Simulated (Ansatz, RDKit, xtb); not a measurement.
# C5H10O3: ranking a sample of isomers, part 1 of 2

Which of a sample of isomers of C5H10O3 is the most stable in the gas at 298.15 K, and what are its properties? The sample is small against all isomers, and the most stable one of this formula need not be in it.

Plan: many cheap relaxations first (GFN2-xTB), then density-functional screening, relaxation at B3LYP/def2-SVP, vibrations (at GFN2-xTB) and a final energy. The numbers are computed, not measured.

### 1 Possible bonding patterns

Isomers were taken from a list of plausible structures; this is a sample, not all of them. That gives 14 candidates.

```
label                SMILES     spin
 c056            CCOC1OCCO1  singlet
 c072         COC(=O)OC(C)C  singlet
 c109          CC1(C)OCOCO1  singlet
 c240           CCOC(=O)COC  singlet
 c307           CC(C)OCOC=O  singlet
 c327           CCOCOC(C)=O  singlet
 c374       COC(C)(C)C(=O)O  singlet
 c478            COC1OCCCO1  singlet
 c574     CO[C@H](C)OC(C)=O  singlet
 c669  CO[C@@H]1OCO[C@@H]1C  singlet
 c706       COCO[C@H](C)C=O  singlet
 c811     CO[C@H](C)CC(=O)O  singlet
 c925         CC(C)OCC(=O)O  singlet
 c994     COC[C@H](C)C(=O)O  singlet
```

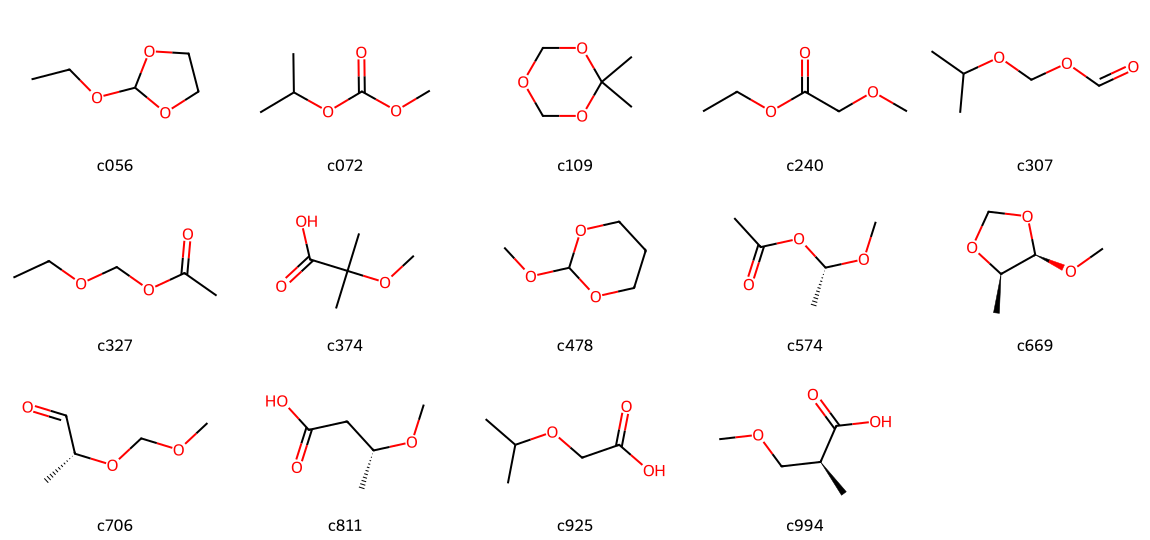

Structural formulas of the candidates.

Candidates are built by distance geometry, with a force field where one applies, in up to four conformers (letters a to d).

### 2 Search with GFN2-xTB

All 41 starts are relaxed the same way. One of them, c574a (taken from a list of plausible isomers, embedded by distance geometry and MMFF94), in full:

Contents of start.xyz:

```xyz
18
c574a
C     -0.618448     1.907285     0.169177
C      0.501988     0.901083    -1.640677
C      0.269811     0.486132    -3.085893
C      2.268262    -0.516139    -0.992163
C      2.526191    -1.802245    -0.192514
O     -0.771009     1.346280    -1.136439
O      0.915492    -0.274976    -0.919854
O      3.070004     0.161460    -1.581719
H     -0.309315     1.123280     0.878983
H     -1.643055     2.228260     0.490207
H      0.058075     2.712354     0.193083
H      1.232105     1.709306    -1.578471
H      1.173216     0.174664    -3.600792
H     -0.110359     1.376345    -3.670482
H     -0.440823    -0.267040    -3.220241
H      3.632167    -2.033424    -0.249677
H      1.996125    -2.685243    -0.619418
H      2.278271    -1.661250     0.862419
```

Command:

```bash
$ xtb start.xyz --gfn 2 --opt
```

The log of the run, cut to the lines that bear on the results:

```text
* xtb version 6.7.1
[...]
          :  # basis functions                  42          :
[...]
          :  # electrons                        48          :
[...]
          :  Hamiltonian                  GFN2-xTB          :
[...]
          :  net charge                          0          :
          :  unpaired electrons                  0          :
[...]
   *** convergence criteria satisfied after 10 iterations ***
[...]
   *** GEOMETRY OPTIMIZATION CONVERGED AFTER 9 ITERATIONS ***
[...]
   *** convergence criteria satisfied after 3 iterations ***
[...]
         ::                     SUMMARY                     ::
         :::::::::::::::::::::::::::::::::::::::::::::::::::::
         :: total energy             -28.016124218228 Eh    ::
         :: gradient norm              0.000685512516 Eh/a0 ::
         :: HOMO-LUMO gap              4.982668870441 eV    ::
         ::.................................................::
         :: SCC energy               -28.288942735002 Eh    ::
         :: -> isotropic ES            0.065084831639 Eh    ::
         :: -> anisotropic ES          0.000486286467 Eh    ::
         :: -> anisotropic XC          0.002190452565 Eh    ::
         :: -> dispersion             -0.010554574006 Eh    ::
         :: repulsion energy           0.272818516774 Eh    ::
         :: add. restraining           0.000000000000 Eh    ::
         :: total charge               0.000000000000 e     ::
         :::::::::::::::::::::::::::::::::::::::::::::::::::::
[...]
        24        2.0000           -0.4164930             -11.3334 (HOMO)
        25                         -0.2333832              -6.3507 (LUMO)
[...]
     #   Z          covCN         q      C6AA      α(0)
     1   6          3.652     0.036    20.278     6.467
     2   6          3.649     0.254    16.966     5.918
     3   6          3.752    -0.124    22.933     6.829
     4   6          2.708     0.365    20.811     7.467
     5   6          3.753    -0.147    23.390     6.896
     6   8          1.703    -0.297    18.946     5.877
     7   8          1.703    -0.290    18.814     5.856
     8   8          0.856    -0.411    21.904     6.275
     9   1          0.924     0.045     2.388     2.416
    10   1          0.925     0.069     2.101     2.267
    11   1          0.924     0.036     2.502     2.474
    12   1          0.922     0.029     2.608     2.525
    13   1          0.925     0.065     2.138     2.286
    14   1          0.925     0.066     2.131     2.283
[...]
molecular dipole:
                 x           y           z       tot (Debye)
 q only:       -0.443      -0.246       0.431
   full:       -0.358      -0.268       0.581       1.863
molecular quadrupole (traceless):
[...]
          | TOTAL ENERGY              -28.016124218228 Eh   |
          | GRADIENT NORM               0.000685512516 Eh/α |
          | HOMO-LUMO GAP               4.982668870441 eV   |
           -------------------------------------------------
[...]
```

Wall time 0.075 s (4 threads of Arm Neoverse V1, shared host).

### 3 The minima found

41 of the 41 relaxations converged; 2 ended on a minimum already found. 39 distinct structures remain, the lowest 22 here:

```
label  start          SMILES after     spin  energy (kcal/mol)
c072a  drawn         COC(=O)OC(C)C  singlet                0.0
c109a  drawn          CC1(C)OCOCO1  singlet               12.8
c574a  drawn     CO[C@H](C)OC(C)=O  singlet               13.7
c109b  drawn          CC1(C)OCOCO1  singlet               14.2
c056d  drawn            CCOC1OCCO1  singlet               15.4
c327c  drawn           CCOCOC(C)=O  singlet               15.6
c056b  drawn            CCOC1OCCO1  singlet               16.0
c056a  drawn            CCOC1OCCO1  singlet               16.1
c327a  drawn           CCOCOC(C)=O  singlet               16.8
c327b  drawn           CCOCOC(C)=O  singlet               16.9
c478a  drawn            COC1OCCCO1  singlet               17.2
c478c  drawn            COC1OCCCO1  singlet               17.7
c811a  drawn     CO[C@H](C)CC(=O)O  singlet               17.9
c811c  drawn     CO[C@H](C)CC(=O)O  singlet               18.2
c811d  drawn     CO[C@H](C)CC(=O)O  singlet               18.5
c811b  drawn     CO[C@H](C)CC(=O)O  singlet               19.0
c374a  drawn       COC(C)(C)C(=O)O  singlet               19.1
c669a  drawn  CO[C@@H]1OCO[C@@H]1C  singlet               19.1
c669b  drawn  CO[C@@H]1OCO[C@@H]1C  singlet               19.1
c327d  drawn           CCOCOC(C)=O  singlet               19.2
c994b  drawn     COC[C@H](C)C(=O)O  singlet               19.4
c994a  drawn     COC[C@H](C)C(=O)O  singlet               19.4
```

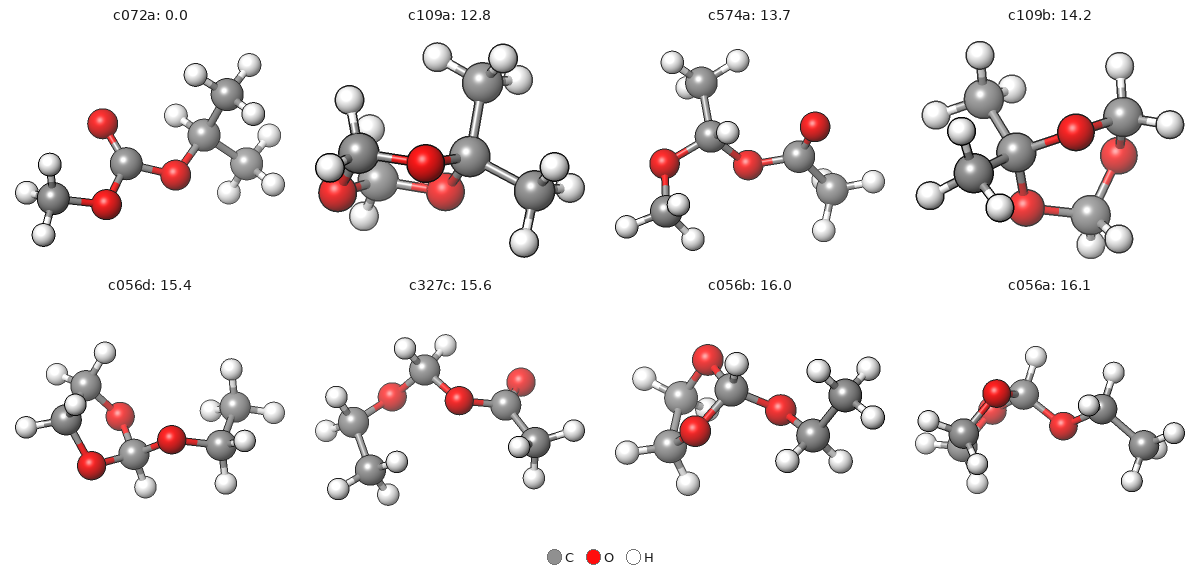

The 8 lowest minima that did not fall apart, with their GFN2-xTB energies in kcal/mol.

### 4 Single points on the low minima

A choice of the minima (the low ones first, few conformers of a pattern, up to a cap) and the lowest that fell apart get a single point at r2SCAN-D4/def2-SVP on the tight-binding geometry, and one at HF/STO-3G for comparison. The lowest singlets are also tried as triplets at the same geometry (label ending in t). Within 30 kcal/mol but not screened, among others: c056a, c327b, c811d, c811b, c327d, c994a, c925b, c994d, c994c, c374b and 9 more. The first, c072a:

Contents of input.yaml:

```yaml
crystal:
  periodic: [false, false, false]
  atoms:
    - {symbol: C, position_ang: [-1.337659, 0.587530, 1.461378]}
    - {symbol: C, position_ang: [0.256267, 0.210363, -0.197767]}
    - {symbol: C, position_ang: [1.886529, 0.030523, -1.890715]}
    - {symbol: C, position_ang: [3.135002, 0.833083, -2.223716]}
    - {symbol: C, position_ang: [1.073917, -0.317093, -3.132979]}
    - {symbol: O, position_ang: [-0.398084, 1.115995, 0.535788]}
    - {symbol: O, position_ang: [0.103190, -0.976814, -0.121138]}
    - {symbol: O, position_ang: [1.095293, 0.845520, -1.004403]}
    - {symbol: H, position_ang: [-1.766925, 1.446120, 1.970735]}
    - {symbol: H, position_ang: [-2.113592, 0.023784, 0.939679]}
    - {symbol: H, position_ang: [-0.841856, -0.073676, 2.175013]}
    - {symbol: H, position_ang: [2.148734, -0.891423, -1.356605]}
    - {symbol: H, position_ang: [3.685613, 1.068233, -1.317008]}
    - {symbol: H, position_ang: [2.854062, 1.763558, -2.709610]}
    - {symbol: H, position_ang: [3.773968, 0.260305, -2.888999]}
    - {symbol: H, position_ang: [0.195006, -0.892611, -2.853066]}
    - {symbol: H, position_ang: [0.756847, 0.592877, -3.636931]}
    - {symbol: H, position_ang: [1.677668, -0.910497, -3.813752]}
basis:
  gaussian:
    orbitals: def2-SVP
hamiltonian:
  xc: {name: r2SCAN}
  dispersion: d4
scf:
  lower_state_search: "off"
```

Command:

```bash
$ ansatz run input.yaml --threads 4 --pin off --max-ram 7830MiB --events-out events.jsonl --progress --plain --runs-dir runs
```

The log of the run, cut to the lines that bear on the results:

```text
Warning: RAYON_NUM_THREADS=4 ignored (pool sized by the plan → 4); use --threads N
Functional definition: r2SCAN
  name "r2SCAN"
[...]
1799 factors; their error is unknown
[...]
mean field -11475.01824637 eV, -421.6991425072 hartree, gradient 5.5e-6 eV, S^2 0.000000; 0 other end points of the search recorded, 0 dependent functions left out
reference -11475.01825861 eV, -421.6991429573 hartree; 32, 32 occupied and 130, 130 virtual orbitals, 1799 factors
Total energy: -11475.11782771 eV, -421.7028020541 hartree
Checks for a lower state left out: stability, starts, cluster_reference, orbital_swaps, neighbouring_geometries, increment
```

Run time: 2.5 s. Hardware: 4 threads of Arm Neoverse V1, shared host; peak memory 0.21 GiB.

Relative energies in kcal/mol, each column from its lowest structure that stays in one piece:

```
 label                SMILES     spin  GFN2-xTB  HF/STO-3G  r2SCAN-D4/def2-SVP
 c072a         COC(=O)OC(C)C  singlet       0.0       12.4                 0.0
 c574a     CO[C@H](C)OC(C)=O  singlet      13.7       19.5                 9.1
 c811c     CO[C@H](C)CC(=O)O  singlet      18.2       28.2                 9.5
 c811a     CO[C@H](C)CC(=O)O  singlet      17.9       27.6                 9.5
 c374a       COC(C)(C)C(=O)O  singlet      19.1       29.5                 9.7
 c994b     COC[C@H](C)C(=O)O  singlet      19.4       28.5                11.4
 c327a           CCOCOC(C)=O  singlet      16.8       21.3                12.4
 c327c           CCOCOC(C)=O  singlet      15.6       22.2                13.1
 c109a          CC1(C)OCOCO1  singlet      12.8        0.3                24.7
 c109b          CC1(C)OCOCO1  singlet      14.2        1.7                27.3
 c056d            CCOC1OCCO1  singlet      15.4        0.0                31.0
 c056b            CCOC1OCCO1  singlet      16.0        0.0                31.1
 c478a            COC1OCCCO1  singlet      17.2        5.2                32.5
 c669a  CO[C@@H]1OCO[C@@H]1C  singlet      19.1        2.8                33.1
 c478c            COC1OCCCO1  singlet      17.7        5.9                33.1
 c669b  CO[C@@H]1OCO[C@@H]1C  singlet      19.1        2.8                33.2
c811ct     CO[C@H](C)CC(=O)O  triplet         –          –               129.2
c574at     CO[C@H](C)OC(C)=O  triplet         –          –               130.0
c072at         COC(=O)OC(C)C  triplet         –          –               152.8
```

Measured from c072a, GFN2-xTB misplaces c056d by 16 kcal/mol against r2SCAN-D4/def2-SVP, so minima dropped on its energies alone could hide the lowest isomer.

### 5 Third filter: density-functional geometries

6 candidates are relaxed at B3LYP/def2-SVP (chosen among the lowest in one piece, one conformer a pattern). The first, c072a:

Contents of input.yaml:

```yaml
crystal:
  periodic: [false, false, false]
  atoms:
    - symbol: C
      position_ang: [-1.337659, 0.587530, 1.461378]
    - symbol: C
      position_ang: [0.256267, 0.210363, -0.197767]
    - symbol: C
      position_ang: [1.886529, 0.030523, -1.890715]
    - symbol: C
      position_ang: [3.135002, 0.833083, -2.223716]
    - symbol: C
      position_ang: [1.073917, -0.317093, -3.132979]
    - symbol: O
      position_ang: [-0.398084, 1.115995, 0.535788]
    - symbol: O
      position_ang: [0.103190, -0.976814, -0.121138]
    - symbol: O
      position_ang: [1.095293, 0.845520, -1.004403]
    - symbol: H
      position_ang: [-1.766925, 1.446120, 1.970735]
    - symbol: H
      position_ang: [-2.113592, 0.023784, 0.939679]
    - symbol: H
      position_ang: [-0.841856, -0.073676, 2.175013]
    - symbol: H
      position_ang: [2.148734, -0.891423, -1.356605]
    - symbol: H
      position_ang: [3.685613, 1.068233, -1.317008]
    - symbol: H
      position_ang: [2.854062, 1.763558, -2.709610]
    - symbol: H
      position_ang: [3.773968, 0.260305, -2.888999]
    - symbol: H
      position_ang: [0.195006, -0.892611, -2.853066]
    - symbol: H
      position_ang: [0.756847, 0.592877, -3.636931]
    - symbol: H
      position_ang: [1.677668, -0.910497, -3.813752]
basis:
  gaussian:
    orbitals: def2-SVP
hamiltonian:
  xc: {name: B3LYP}
scf:
  lower_state_search: off
relax:
  f_tol: 0.006
```

Command:

```bash
$ ansatz run input.yaml --threads 4 --pin off --max-ram 7830MiB --events-out events.jsonl --progress --plain --runs-dir runs
```

The log of the run:

```text
Warning: RAYON_NUM_THREADS=4 ignored (pool sized by the plan → 4); use --threads N
The last accepted step is kept in runs//last_step.txt (removed where the run ends without a failure and the disk answers)
Functional definition: B3LYP
  name "B3LYP"
  parameter a0 = 0.2
  parameter ax = 0.72
  parameter ac = 0.81
  exchange = (1 - a0 - ax)*slater_x + ax*b88_x + a0*exact_x
  correlation = (1 - ac)*vwn_rpa_c + ac*lyp_c
these checks for a lower state are left out or cut short: stability, starts, cluster_reference, orbital_swaps, neighbouring_geometries, increment
1805 factors; integrals over basis functions are off by at most 2.3e-4 eV
mean field evaluation 1: about -11469.0527 eV, gradient 7.7e1 eV
mean field evaluation 2: about -11460.8979 eV, gradient 1.0e2 eV
mean field evaluation 4: about -11481.2931 eV, gradient 5.6e0 eV
mean field evaluation 8: about -11481.4071 eV, gradient 4.5e-1 eV
mean field evaluation 16: about -11481.4075 eV, gradient 4.8e-5 eV
mean field -11481.40749111 eV, -421.9339429208 hartree, gradient 4.0e-6 eV, S^2 0.000000; 0 other end points of the search recorded, 0 dependent functions left out
the calculation of the forces begins
reference -11481.40777975 eV, -421.9339535282 hartree; 32, 32 occupied and 130, 130 virtual orbitals, 1805 factors
relax step   1: F+E_penalty+E_count = -11481.40749111 eV  Δ(F+E_penalty+E_count) = +0.000e0 eV  max|allowed force component| = 7.646e-1 eV/Å  Δτ_max = 0.0000 Å  (17 SCF iters, accepted)
these checks for a lower state are left out or cut short: stability, starts, cluster_reference, orbital_swaps, neighbouring_geometries, increment
1805 factors; integrals over basis functions are off by at most 2.5e-4 eV
mean field -11481.44255690 eV, -421.9352315650 hartree, gradient 1.3e-6 eV, S^2 0.000000; 0 other end points of the search recorded, 0 dependent functions left out
the calculation of the forces begins
reference -11481.44284676 eV, -421.9352422169 hartree; 32, 32 occupied and 130, 130 virtual orbitals, 1805 factors
relax step   2: F+E_penalty+E_count = -11481.44255690 eV  Δ(F+E_penalty+E_count) = -3.507e-2 eV  max|allowed force component| = 2.065e-1 eV/Å  Δτ_max = 0.0266 Å  (22 SCF iters, accepted)
these checks for a lower state are left out or cut short: stability, starts, cluster_reference, orbital_swaps, neighbouring_geometries, increment
1805 factors; integrals over basis functions are off by at most 2.5e-4 eV
mean field evaluation 32: about -11481.4454 eV, gradient 1.2e-4 eV
mean field -11481.44543520 eV, -421.9353373402 hartree, gradient 1.3e-6 eV, S^2 0.000000; 0 other end points of the search recorded, 0 dependent functions left out
the calculation of the forces begins
reference -11481.44572553 eV, -421.9353480096 hartree; 32, 32 occupied and 130, 130 virtual orbitals, 1805 factors
relax step   3: F+E_penalty+E_count = -11481.44543520 eV  Δ(F+E_penalty+E_count) = -2.878e-3 eV  max|allowed force component| = 1.188e-1 eV/Å  Δτ_max = 0.0145 Å  (22 SCF iters, accepted)
[... 5 lines left out ...]
relax step   4: F+E_penalty+E_count = -11481.44589501 eV  Δ(F+E_penalty+E_count) = -4.598e-4 eV  max|allowed force component| = 5.682e-2 eV/Å  Δτ_max = 0.0105 Å  (22 SCF iters, accepted)
[... 5 lines left out ...]
relax step   5: F+E_penalty+E_count = -11481.44606825 eV  Δ(F+E_penalty+E_count) = -1.732e-4 eV  max|allowed force component| = 1.558e-2 eV/Å  Δτ_max = 0.0038 Å  (14 SCF iters, accepted)
[... 5 lines left out ...]
relax step   6: F+E_penalty+E_count = -11481.44609245 eV  Δ(F+E_penalty+E_count) = -2.421e-5 eV  max|allowed force component| = 7.088e-3 eV/Å  Δτ_max = 0.0057 Å  (14 SCF iters, accepted)
these checks for a lower state are left out or cut short: stability, starts, cluster_reference, orbital_swaps, neighbouring_geometries, increment
1805 factors; integrals over basis functions are off by at most 2.5e-4 eV
mean field -11481.44610598 eV, -421.9353619912 hartree, gradient 1.7e-6 eV, S^2 0.000000; 0 other end points of the search recorded, 0 dependent functions left out
the calculation of the forces begins
reference -11481.44639636 eV, -421.9353726622 hartree; 32, 32 occupied and 130, 130 virtual orbitals, 1805 factors
relax step   7: F+E_penalty+E_count = -11481.44610598 eV  Δ(F+E_penalty+E_count) = -1.353e-5 eV  max|allowed force component| = 5.787e-3 eV/Å  Δτ_max = 0.0041 Å  (14 SCF iters, accepted)
Total energy: -11481.44639636 eV, -421.9353726622 hartree
Atom 0 at    -1.338285     0.595606     1.475632 Å, force    -0.000636    -0.000068    -0.000548 eV/Å
Atom 1 at     0.251873     0.199318    -0.193986 Å, force     0.002097     0.002235    -0.002753 eV/Å
Atom 2 at     1.888653     0.027815    -1.911827 Å, force     0.002757     0.000321    -0.000322 eV/Å
Atom 3 at     3.138130     0.840122    -2.212804 Å, force    -0.000348    -0.000870    -0.000690 eV/Å
Atom 4 at     1.071441    -0.322363    -3.149245 Å, force     0.000771     0.000067    -0.000472 eV/Å
Atom 5 at    -0.397111     1.112061     0.538157 Å, force    -0.000767     0.001290     0.001334 eV/Å
Atom 6 at     0.096816    -0.995586    -0.114649 Å, force     0.001106     0.002725    -0.000565 eV/Å
Atom 7 at     1.089901     0.837791    -1.011378 Å, force    -0.004295    -0.004546     0.005787 eV/Å
Atom 8 at    -1.770663     1.467359     1.982417 Å, force     0.000135    -0.000085    -0.000274 eV/Å
Atom 9 at    -2.128505     0.022490     0.966771 Å, force     0.000201    -0.000691    -0.000096 eV/Å
Atom 10 at    -0.846150    -0.062888     2.207647 Å, force     0.000755    -0.000139     0.000548 eV/Å
Atom 11 at     2.151354    -0.898118    -1.376340 Å, force    -0.000296     0.001218    -0.000425 eV/Å
Atom 12 at     3.681606     1.078276    -1.286214 Å, force    -0.000106     0.000294     0.000290 eV/Å
Atom 13 at     2.877446     1.786354    -2.712811 Å, force     0.000091    -0.000118     0.000062 eV/Å
Atom 14 at     3.810050     0.271676    -2.874116 Å, force     0.000325    -0.000549     0.000083 eV/Å
Atom 15 at     0.184896    -0.911479    -2.873360 Å, force    -0.001626    -0.000800    -0.001432 eV/Å
Atom 16 at     0.746408     0.591438    -3.672015 Å, force    -0.000299     0.000020    -0.000075 eV/Å
Atom 17 at     1.676122    -0.924097    -3.845977 Å, force     0.000134    -0.000306    -0.000451 eV/Å
Dipole moment:     0.030532     0.074594    -0.046334 e Å
Checks for a lower state left out: stability, starts, cluster_reference, orbital_swaps, neighbouring_geometries, increment
```

Run time: 21 s. Hardware: 4 threads of Arm Neoverse V1, shared host; peak memory 0.44 GiB.

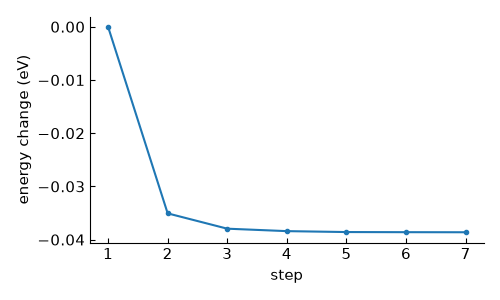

Energy along the run, all evaluated steps.

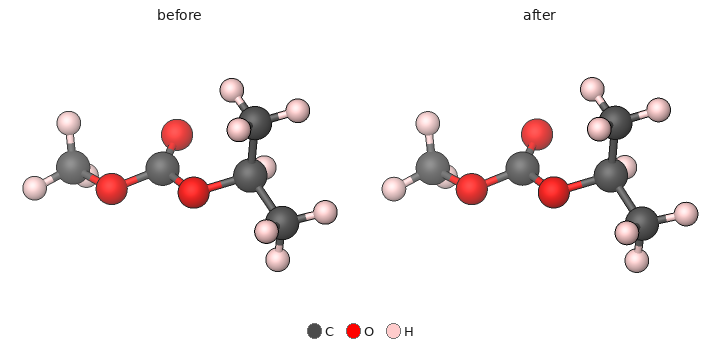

Before and after, at one scale.

After the run. Some bond lengths: C3–C4 1.520 Å, C3–C5 1.524 Å, C1–O6 1.425 Å, C2–O6 1.338 Å, C2–O7 1.208 Å, C2–O8 1.333 Å, C3–O8 1.451 Å, C1–H9 1.097 Å, C1–H10 1.101 Å, C1–H11 1.101 Å, C3–H12 1.101 Å, C4–H13 1.100 Å, C4–H14 1.102 Å, C4–H15 1.101 Å, C5–H16 1.100 Å, C5–H17 1.102 Å. Some angles: C4–C3–C5 113.8°, C4–C3–O8 106.1°, C5–C3–O8 109.7°, C1–O6–C2 115.7°, O6–C2–O7 125.2°, O6–C2–O8 108.3°, O7–C2–O8 126.5°, C2–O8–C3 117.3°, C3–C4–H13 110.8°, C3–C4–H14 110.8°.

### 6 The relaxed candidates

```
label     spin  r2SCAN-D4/def2-SVP (kcal/mol)  B3LYP/def2-SVP, relaxed (kcal/mol)  time
c072a  singlet                            0.0                                 0.0  21 s
c574a  singlet                            9.1                                 8.5  28 s
c811c  singlet                            9.5                                 9.9  33 s
c327a  singlet                           12.4                                10.7  42 s
c994b  singlet                           11.4                                10.8  26 s
c374a  singlet                            9.7                                11.6  44 s
```

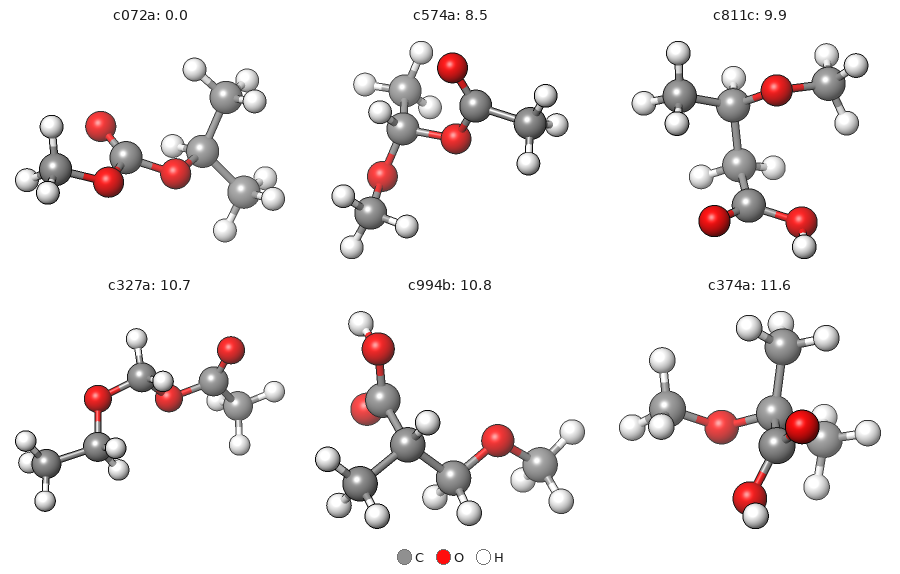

The relaxed structures, with energies at B3LYP/def2-SVP in kcal/mol.

(Continued in part 2 of 2.)
